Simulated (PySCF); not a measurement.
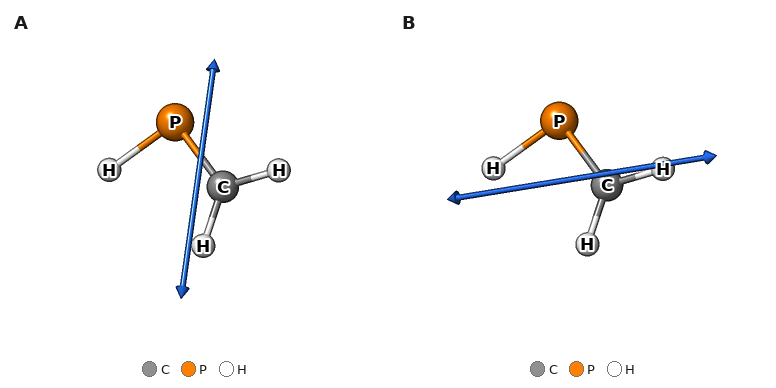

The double arrows show the directions of two transition dipoles from the ground state (lengths mean nothing). The geometry was computed by an optimisation with PBE0-D3(BJ)/def2-SVP. No frequency run is at hand to confirm it as a minimum. Properties computed with TDDFT ωB97X-D/def2-SVPD, vertical, gas phase, core orbitals frozen in the response (PySCF 2.14.0).

One belongs to singlet state 5 and one to singlet state 7. Which is which?

A: state 7, 8.59 eV (144 nm), oscillator strength 0.15, mainly HOMO−1 → LUMO+2 (weight 0.74); polarised in the molecular plane.
B: state 5, 7.67 eV (162 nm), oscillator strength 0.14, mainly HOMO−1 → LUMO+1 (weight 0.92).
